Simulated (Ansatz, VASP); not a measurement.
# GaN in two plane-wave programs

One calculation is typed for both programs; each brings its own data sets. How far apart do they land? The cell is taken from a series of VASP runs on this material, whose earlier steps may have relaxed, scaled or displaced it; both programs get it as it stands. Other levels of theory on this material are compared in a session of their own. Valence electrons are named where the data sets of a main pair hold unlike numbers.

Calculated with Ansatz 0.2.0; plane waves, with VASP 6.6.1 beside it; band structure at PBE.

## 1. Starting point

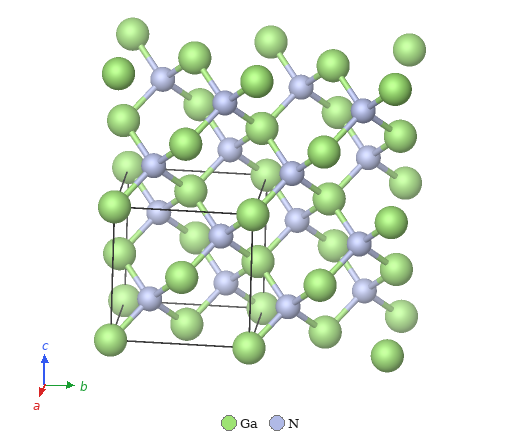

The starting structure, seen slightly off an axis (gallium green, nitrogen light blue). 1×2×2 cells are drawn. This picture shows the conventional cell, with its axes. Bonds to atoms that aren't drawn are left out. Some periodic images of atoms are drawn too.

## 2. Ansatz: band structure, PBE

Ansatz runs on its default PAW (the set named soft_2) files.

The same path points are solved in both programs, so levels can be compared one by one.

Input file input.yaml:

```yaml
crystal:
  lattice:
    - [0.0, 2.2535006075, 2.2535006075]
    - [2.2535006075, 0.0, 2.2535006075]
    - [2.2535006075, 2.2535006075, 0.0]
  atoms:
    - { symbol: Ga, position: [0.0, 0.0, 0.0] }
    - { symbol: "N", position: [0.25, 0.25, 0.25] }
hamiltonian:
  xc: pbe
  pseudopotentials: { kind: paw }
kpoints:
  mp_grid: { grid: [8, 8, 8] }
  band_path:
    path:
      - [0.0, 0.0, 0.0]
      - [0.16667, 0.0, 0.16667]
      - [0.33333, 0.0, 0.33333]
      - [0.5, 0.0, 0.5]
      - [0.5, 0.08333, 0.58333]
      - [0.5, 0.19444, 0.69444]
      - [0.5, 0.25, 0.75]
      - [0.45833, 0.29167, 0.75]
      - [0.40278, 0.34722, 0.75]
      - [0.375, 0.375, 0.75]
      - [0.20833, 0.20833, 0.41667]
      - [0.08333, 0.08333, 0.16667]
      - [0.0, 0.0, 0.0]
      - [0.22222, 0.22222, 0.22222]
      - [0.38889, 0.38889, 0.38889]
      - [0.51389, 0.47222, 0.51389]
      - [0.55556, 0.38889, 0.55556]
      - [0.61111, 0.27778, 0.61111]
      - [0.61111, 0.25, 0.63889]
      - [0.56944, 0.25, 0.68056]
      - [0.51389, 0.25, 0.73611]
      - [0.5, 0.27778, 0.72222]
      - [0.5, 0.38889, 0.61111]
      - [0.5, 0.47222, 0.52778]
      - [0.48611, 0.48611, 0.52778]
      - [0.43056, 0.43056, 0.63889]
      - [0.38889, 0.38889, 0.72222]
      - [0.59722, 0.19444, 0.59722]
      - [0.55556, 0.11111, 0.55556]
      - [0.5, 0.0, 0.5]
    npoints: 1
scf:
  occupations: { method: gaussian, width: 0.03 }
  n_extra_bands: 7
output:
  forces: true
  stress: true
  eigenvalues: true
```

Run with:

```
$ ansatz run input.yaml --threads 2 --pin off --max-ram 4608MiB --backend cpu --events-out ev --progress --plain --runs-dir out
```

Numbers of over 12 decimals in the logs are rounded to 6 here.

What it wrote:

```text
scf.n_extra_bands = 7 over 9 filled bands (N_el = 18.0): the run solves 16 bands
Engine: ansatz 0.2.0, x86_64-unknown-linux-gnu
Pseudopotentials: kind: paw
Pseudopotential: Ga, paw, valence charge 13, recommended cutoff 420 eV (normal), Ga.paw.azcp
Pseudopotential: N, paw, valence charge 5, recommended cutoff 420 eV (normal), N.paw.azcp
Functional definition: PBE
  parameter kappa = 0.804
  parameter beta = 0.066725
  exchange = pbe_x(kappa = kappa, mu = beta*pi^2/3)
  correlation = pbe_c(beta = beta)
Crystal: 2 atoms, lattice volume = 22.888 Å³
Basis set: ecut = 420 eV, 459 PW (Γ), exchange–correlation on 48×48×48 points (8 copies of the dense FFT grid, shifted against one another)
Bands: 16, of which v1, the nominal top of the filled ones, is band 9 counted from 1 (8 counted from 0)
Symmetry: 24 space group operations
Space group: F-43m (ITA 216), of the structure as read, at distance tolerance 2.8e-5 Å
k-points: 29 of 512 (time reversal used)
Non-local potential: Ga, projectors of the file, l = 0: 2, l = 1: 2, l = 2: 3, l = 3: 1
Non-local potential: N, projectors of the file, l = 0: 2, l = 1: 2, l = 2: 1
PAW form: soft (Blöchl's): semilocal exchange-correlation on the pseudo side does not see the compensation charge
PAW one-centre angular grid: Ga, 590 points (default); XC on 64 Gauss nodes
PAW one-centre angular grid: N, 110 points (default); XC on 64 Gauss nodes
Initial density: superposition of atomic densities (neutral atoms: chi_scale 0, normalization atom), corrected by the library's trained network
Initial wavefunctions: pseudopotential atomic-orbital guess
Functional: x = pbe(κ = 0.804, μ = 0.219515), c = pbe(β = 0.066725)
SCF iter   1: F=—  HF=-4167.897455 eV  |F-HF|=—  |Δ(HF+E_count)|=         —  Δρ=6.17e-4  dr2=2.75e-5  ethr=1.77e-3  ⟨swp⟩=5.2  Hψ=2308  notcnv=0  defer=4
preconditioner: auto → none  [insulator: Δε(μ)=1.714 eV  Ē_g=22.886 eV  σ=0.030 eV  W_gap=1.00  n_scr=8 (ndim 8)  ℏωp=32.9 eV  f_vac=0.001  D(μ)=0.00/eV (n_scr^D=0)  ε∞_Penn≈3.1]
SCF iter   2: F=—  HF=-4167.897720 eV  |F-HF|=—  |Δ(HF+E_count)|=   2.65e-4  Δρ=3.32e-4  dr2=8.22e-6  ethr=1.53e-7  ⟨swp⟩=2.7  Hψ=984  notcnv=0  defer=29
SCF iter   3: F=—  HF=-4167.897763 eV  |F-HF|=—  |Δ(HF+E_count)|=   4.29e-5  Δρ=1.26e-4  dr2=1.21e-6  ethr=4.57e-8  ⟨swp⟩=2.0  Hψ=635  notcnv=0  defer=29
SCF iter   4: F=—  HF=-4167.897770 eV  |F-HF|=—  |Δ(HF+E_count)|=   7.11e-6  Δρ=2.30e-5  dr2=9.55e-8  ethr=6.71e-9  ⟨swp⟩=2.0  Hψ=656  notcnv=0  defer=29
iter 5 did not close the SCF: its close was put off for the readings that it lacked (scf_convergence_deferred on its scf_iter line)
SCF iter   5: F=-4167.897770 eV  HF=-4167.897770 eV  |F-HF|=3.97e-9  |Δ(HF+E_count)|=   1.03e-8  Δρ=9.24e-6  dr2=7.80e-9  ethr=5.31e-10  ⟨swp⟩=2.0  Hψ=656  notcnv=0  defer=29
SCF iter   6: F=-4167.897770 eV  HF=-4167.897770 eV  |F-HF|=5.64e-11  |Δ(HF+E_count)|=   6.64e-9  Δρ=1.60e-6  dr2=2.51e-10  ethr=4.33e-11  ⟨swp⟩=4.4  Hψ=1865  notcnv=0
SCF 1 converged in 6 iterations: F = -4167.897770 eV  dr2 = 2.51e-10
  greatest PAW one-centre occupation: 0.995 electrons in one spin orbital (limit 2), on the Ga atom at site 0 (counted from 0), in its partial waves of l = 2
NSCF: frozen V_eff on 30 k-points
SCF converged after 6 iterations
Free energy (F): -4167.897770 eV
Harris-Foulkes:  -4167.897770 eV  (|F-HF|=5.64e-11)
Internal energy: -4167.897770 eV  (E = F + TS)
E sigma→0 (E₀):  -4167.897770 eV
Fermi energy:    10.509089 eV
--- Per-component energies (eV) ---
  E_band       = -5.643116
  E_kinetic    = 247.132592
  E_local      = -1949.946979  (includes V_loc(G=0)·N_el)
  E_nonlocal   = 474.309598
  E_hartree    = 897.114713
  E_xc         = -128.818636
  E_vxc        = -134.162046  (∫ρ·V_xc dr)
  E_paw        = -2120.254243  (= ΣΔE_a)
  E_vpaw       = -437.205384  (= ΣTr[D̂ρ^β])
  E_aug_tail   = 0.000139  (compensation charges beyond the density's cutoff)
  E_ewald      = -1587.434954
  E_smearing   = -0.000000  (= −TS)
  E_closure    = -0.000000  (closes the sum)
  Σ components = -4167.897770   (vs F -4167.897770, Δ=0.00e0)
--- Forces (eV/Å), atoms counted from 1 ---
  atom   1  Ga     0.00000000    -0.00000000     0.00000000
  atom   2  N     -0.00000000     0.00000000    -0.00000000
  max |Σ_I F_I| component: 3.70e-17 eV/Å
--- Stress (GPa, compression-positive) ---
        5.020469       0.000000      -0.000000
       -0.000000       5.020469       0.000000
       -0.000000       0.000000       5.020469
  P = ⅓ Tr σ = 5.0205 GPa (50.205 kbar)
--- Band table (eV; the first three rows and the last of 29) ---
  k-point 0: bands = [... 5 lower, -3.5203, 9.6505, 9.6505, 9.6505, 11.3671, 19.9614, 19.9614, 19.9614, ... 3 higher]
  k-point 1: bands = [... 5 lower, -3.5219, 8.1221, 9.4891, 9.4891, 12.5183, 19.2543, 20.1978, 20.1978, ... 3 higher]
  k-point 2: bands = [... 5 lower, -3.4654, 5.7942, 9.1303, 9.1303, 13.7085, 18.4338, 20.4151, 20.4151, ... 3 higher]
  k-point 28: bands = [... 5 lower, -1.5450, 3.9562, 5.9590, 6.0143, 15.8706, 18.0351, 19.9149, 20.7605, ... 3 higher]
```

Run time: 1.1 s. Hardware: 2 threads of Intel Xeon 6975P-C (Granite Rapids), shared host; peak memory 0.3 GiB.

Reading the cycles: dr2 is the Hartree energy of the density residual (eV), the measure of convergence; HF is the Harris–Foulkes estimate of the energy, which meets the free energy F at convergence.

## 3. VASP: band structure, PBE

The same cell, functional, mesh and smearing now go to VASP, with its own data sets.

Lines of VASP's logs that name or quote its potential files are left out, and so is its time.

Input file INCAR:

```
SYSTEM = GaN
PREC = Accurate
ENCUT = 460
EDIFF = 1E-06
NELM = 100
ISMEAR = 0
SIGMA = 0.03
LREAL = .FALSE.
ALGO = Normal
GGA = PE
NBANDS = 21
LORBIT = 11
LWAVE = .FALSE.
LCHARG = .FALSE.
KPAR = 4
LASPH = .TRUE.
```

Input file POSCAR:

```
GaN
1.0
    0.0000000000      2.2535006075      2.2535006075
    2.2535006075      0.0000000000      2.2535006075
    2.2535006075      2.2535006075      0.0000000000
Ga N
1 1
Direct
    0.0000000000      0.0000000000      0.0000000000
    0.2500000000      0.2500000000      0.2500000000
```

Input file KPOINTS:

```
Automatic mesh
0
Gamma
8 8 8
0 0 0
```

Input file KPOINTS_OPT:

```
Line mode
10
Line-mode
Reciprocal
  0.00000000   0.00000000   0.00000000 GAMMA
  0.50000000   0.00000000   0.50000000 X

  0.50000000   0.00000000   0.50000000 X
  0.50000000   0.25000000   0.75000000 W

  0.50000000   0.25000000   0.75000000 W
  0.37500000   0.37500000   0.75000000 K

  0.37500000   0.37500000   0.75000000 K
  0.00000000   0.00000000   0.00000000 GAMMA

  0.00000000   0.00000000   0.00000000 GAMMA
  0.50000000   0.50000000   0.50000000 L

  0.50000000   0.50000000   0.50000000 L
  0.62500000   0.25000000   0.62500000 U

  0.62500000   0.25000000   0.62500000 U
  0.50000000   0.25000000   0.75000000 W

  0.50000000   0.25000000   0.75000000 W
  0.50000000   0.50000000   0.50000000 L

  0.50000000   0.50000000   0.50000000 L
  0.37500000   0.37500000   0.75000000 K

  0.62500000   0.25000000   0.62500000 U
  0.50000000   0.00000000   0.50000000 X
```

Potentials, in the order of the species: Ga_d and N (PBE family, release 64).

Run with:

```
$ mpirun -np 4 vasp_std
```

What it wrote:

```text
[banner, memory and clock lines left out]
running    4 mpi-ranks, on    1 nodes
 distrk:  each k-point on    1 cores,    4 groups
 distr:  one band on    1 cores,    1 groups

 POSCAR found type information on POSCAR GaN
 POSCAR found :  2 types and       2 ions
 LDA part: xc-table for (Slater+PW92), standard interpolation
 POSCAR, INCAR and KPOINTS ok, starting setup
 FFT: planning ... GRIDC
 FFT: planning ... GRID_SOFT
 FFT: planning ... GRID
 WAVECAR not read
 entering main loop
       N       E                     dE             d eps       ncg     rms          rms(c)
DAV:   1     0.922369988294E+02    0.92237E+02   -0.78545E+03  1467   0.141E+03
DAV:   2    -0.624804209287E+01   -0.98485E+02   -0.90345E+02  1274   0.299E+02
DAV:   3    -0.140512063486E+02   -0.78032E+01   -0.77362E+01  1411   0.631E+01
DAV:   4    -0.141431095593E+02   -0.91903E-01   -0.91875E-01  1389   0.739E+00
DAV:   5    -0.141438748221E+02   -0.76526E-03   -0.76524E-03  1399   0.648E-01    0.771E+00
DAV:   6    -0.121424725696E+02    0.20014E+01   -0.33607E+00  1838   0.300E+01    0.270E+00
DAV:   7    -0.121535839536E+02   -0.11111E-01   -0.32630E-01  1353   0.509E+00    0.180E+00
DAV:   8    -0.121496276140E+02    0.39563E-02   -0.52327E-02  1409   0.221E+00    0.864E-01
DAV:   9    -0.121448807613E+02    0.47469E-02   -0.10299E-02  1670   0.185E+00    0.221E-01
DAV:  10    -0.121452570580E+02   -0.37630E-03   -0.12667E-03  1353   0.279E-01    0.158E-01
DAV:  11    -0.121452236778E+02    0.33380E-04   -0.61519E-05  1654   0.758E-02    0.278E-02
DAV:  12    -0.121452237073E+02   -0.29507E-07   -0.46584E-06  1363   0.184E-02
   1 F= -.12145224E+02 E0= -.12145224E+02  d E =-.431785E-20
 Start KPOINTS_OPT (optional k-point list driver)
k-point batch [1-29\100]
       N       E                     dE             ncg
DAV:   1     0.707597891630E+03   -0.17373E+05     1470
DAV:   2    -0.222432043527E+04   -0.29319E+04     1253
DAV:   3    -0.245280133794E+04   -0.22848E+03     1401
DAV:   4    -0.245562282564E+04   -0.28215E+01     1371
DAV:   5    -0.245564515932E+04   -0.22334E-01     1425
DAV:   6    -0.245564570511E+04   -0.54578E-03     1491
DAV:   7    -0.245564572398E+04   -0.18866E-04     1441
DAV:   8    -0.245564572454E+04   -0.56407E-06     1183
[...]
k-point batch [88-100\100]
       N       E                     dE             ncg
DAV:   1     0.115879708531E+05   -0.10386E+05      651
DAV:   2     0.102321216803E+05   -0.13558E+04      554
DAV:   3     0.101221460368E+05   -0.10998E+03      662
DAV:   4     0.101207893600E+05   -0.13567E+01      661
DAV:   5     0.101207783920E+05   -0.10968E-01      635
DAV:   6     0.101207780927E+05   -0.29926E-03      703
DAV:   7     0.101207780847E+05   -0.79963E-05      661
DAV:   8     0.101207780845E+05   -0.20756E-06      538
```

OUTCAR, selected parts (step 3):

```text
ion  position               nearest neighbor table
   1  0.000  0.000  0.000-   2 1.95   2 1.95   2 1.95   2 1.95
   2  0.250  0.250  0.250-   1 1.95   1 1.95   1 1.95   1 1.95

  LATTYP: Found a face centered cubic cell.
 ALAT       =     4.5070012150

 Subroutine GETGRP returns: Found 24 space group operations
 (whereof 24 operations were pure point group operations)

The static configuration has the point symmetry T_d .

 Found     29 irreducible k-points:

   k-points           NKPTS =     29   k-points in BZ     NKDIM =     29   number of bands    NBANDS=     21

   dimension x,y,z NGX =    24 NGY =   24 NGZ =   24
   dimension x,y,z NGXF=    48 NGYF=   48 NGZF=   48

   ENCUT  =  460.0 eV  33.81 Ry    5.81 a.u.   5.57  5.57  5.57*2*pi/ulx,y,z

   NELECT =      18.0000    total number of electrons

 k-points in reciprocal lattice and weights: Automatic mesh
   0.00000000  0.00000000  0.00000000       0.002
   0.12500000  0.00000000  0.00000000       0.016
   0.25000000  0.00000000  0.00000000       0.016
   0.37500000  0.00000000  0.00000000       0.016
   0.50000000  0.00000000  0.00000000       0.008
   0.12500000  0.12500000  0.00000000       0.012
   0.25000000  0.12500000  0.00000000       0.047
   0.37500000  0.12500000  0.00000000       0.047
   0.50000000  0.12500000  0.00000000       0.047
[...]
-0.37500000  0.50000000  0.12500000       0.023
  -0.25000000  0.50000000  0.25000000       0.012

 average (electrostatic) potential at core
       1 -63.5181       2 -62.0790

 E-fermi :   5.4649

 k-point     1 :       0.0000    0.0000    0.0000
  band No.  band energies     occupation
    ...
      5      -7.8395      2.00000
      6      -7.8395      2.00000
      7       5.2807      2.00000
      8       5.2807      2.00000
      9       5.2807      2.00000
     10       7.0057      0.00000
     11      15.5838      0.00000
     12      15.5839      0.00000
     13      15.5839      0.00000
     14      22.8862      0.00000
    ...

 k-point     2 :       0.1250    0.0000    0.0000
  band No.  band energies     occupation
    ...
      5      -7.8412      2.00000
      6      -7.8412      2.00000
      7       3.7547      2.00000
      8       5.1188      2.00000
      9       5.1188      2.00000
     10       8.1550      0.00000
     11      14.8794      0.00000
     12      15.8216      0.00000
     13      15.8216      0.00000
     14      22.5420      0.00000
    ...

 k-point     3 :       0.2500    0.0000    0.0000
  band No.  band energies     occupation
    ...
      5      -7.8346      2.00000
      6      -7.7943      2.00000
      7       1.4272      2.00000
      8       4.7611      2.00000
      9       4.7611      2.00000
     10       9.3444      0.00000
     11      14.0659      0.00000
     12      16.0447      0.00000
     13      16.0447      0.00000
     14      21.3027      0.00000
    ...

  Total        0.6061011      0.6061011      0.6061011     -0.0000000      0.0000000     -0.0000000
  in kB       42.4280082     42.4280082     42.4280082     -0.0000000      0.0000000     -0.0000000
  external PRESSURE =      42.4280082 kB  Pullay stress =       0.0000000 kB

  energy-cutoff  :      460.00
  volume of cell :       22.89
      direct lattice vectors                 reciprocal lattice vectors
     0.000000000  2.253500607  2.253500607    -0.221877020  0.221877020  0.221877020
     2.253500607  0.000000000  2.253500607     0.221877020 -0.221877020  0.221877020
     2.253500607  2.253500607  0.000000000     0.221877020  0.221877020 -0.221877020

 POSITION                                       TOTAL-FORCE (eV/Angst)
 -----------------------------------------------------------------------------------
      0.00000      0.00000      0.00000        -0.000000      0.000000     -0.000000
      1.12675      1.12675      1.12675         0.000000     -0.000000      0.000000
 -----------------------------------------------------------------------------------
    total drift:                                0.000001      0.000001      0.000001

  FREE ENERGIE OF THE ION-ELECTRON SYSTEM (eV)
  ---------------------------------------------------
  free  energy   TOTEN  =       -12.1452237073 eV

  energy  without entropy=      -12.1452237073  energy(sigma->0) =      -12.14522371

 total charge
# of ion       s       p       d       tot
------------------------------------------
    1        0.790   0.898  10.178  11.866
    2        1.229   2.509   0.000   3.738
--------------------------------------------------
tot          2.019   3.407  10.178  15.604

[... 3 further parts left out ...]
```

The run ends at a pressure of 4.24 GPa.

## 4. Side by side

Known differences besides the potentials themselves: the cutoff is 420 eV in Ansatz and 460 eV in VASP. Total energies have different zeros and are not compared.

Compared:

```csv
quantity,Ansatz,VASP,difference
pressure (GPa),5.02,4.24,+0.78
pressure without Ansatz's Pulay correction (GPa),4.51,4.24,+0.26
gap over the path points (eV),1.717,1.725,-0.008
```

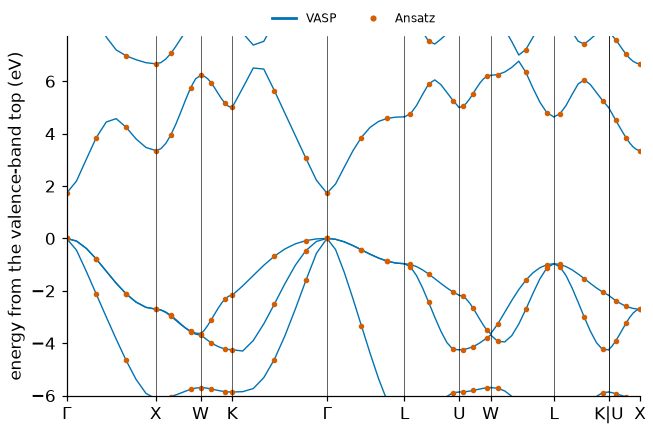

Bands from VASP (lines) and levels from Ansatz (dots). Dots without a line are higher empty bands that the VASP plot leaves out.

Levels at points of the path, from each program's valence-band top (eV; 3 filled, then empty):

```csv
k (reciprocal lattice),Ansatz,VASP
0.000 0.000 0.000,0.00 0.00 0.00 1.72 10.31,0.00 0.00 0.00 1.73 10.30
0.167 0.000 0.167,-2.14 -0.79 -0.79 3.84 8.46,-2.13 -0.79 -0.79 3.85 8.46
0.333 0.000 0.333,-4.66 -2.12 -2.12 4.24 6.97,-4.66 -2.12 -2.12 4.24 6.97
0.500 0.000 0.500,-6.12 -2.70 -2.70 3.35 6.67,-6.12 -2.70 -2.70 3.35 6.66
0.500 0.083 0.583,-6.04 -2.97 -2.94 3.95 7.06,-6.04 -2.97 -2.94 3.95 7.06
0.500 0.194 0.694,-5.76 -3.56 -3.54 5.75 8.15,-5.76 -3.56 -3.54 5.75 8.15
0.500 0.250 0.750,-5.69 -3.69 -3.64 6.22 8.38,-5.70 -3.69 -3.64 6.22 8.38
0.458 0.292 0.750,-5.75 -3.98 -3.11 5.94 8.18,-5.75 -3.98 -3.11 5.94 8.18
0.403 0.347 0.750,-5.85 -4.22 -2.31 5.15 7.89,-5.85 -4.22 -2.31 5.15 7.89
0.375 0.375 0.750,-5.86 -4.25 -2.17 5.00 7.86,-5.86 -4.25 -2.17 5.00 7.86
```

Among the levels compared at these points, filled levels agree within 4 meV and empty ones within 12 meV. Ansatz's pressure holds a Pulay correction of 0.51 GPa; VASP's holds none.

## 5. Results

| Item | Value |
| --- | --- |
| largest difference of a filled level at the path points (band structure, PBE) | 3.6 meV |
| difference in pressure (band structure, PBE) | 0.78 GPa |

What this shows: The difference in pressure is 0.78 GPa (band structure, PBE), within the 1 GPa picked in this series as the mark of a large difference. 7 further runs of this series are not shown here. Such differences can come from data sets, numerical settings and the points named under the comparisons, not from the functional's error against experiment.

[Lines on the potential files, build, host, timing and source positions are cut from VASP's logs without a mark.]

[Logs are printed without paths, hosts, clocks, repeated set-up lines and the standing remarks that a program may print on its own settings, such as how far it seeks lower states.]

[Hosts, paths, dates, database ids (printed as entryN), source tags and the programs' standing remarks are cut or masked in the printed files.]
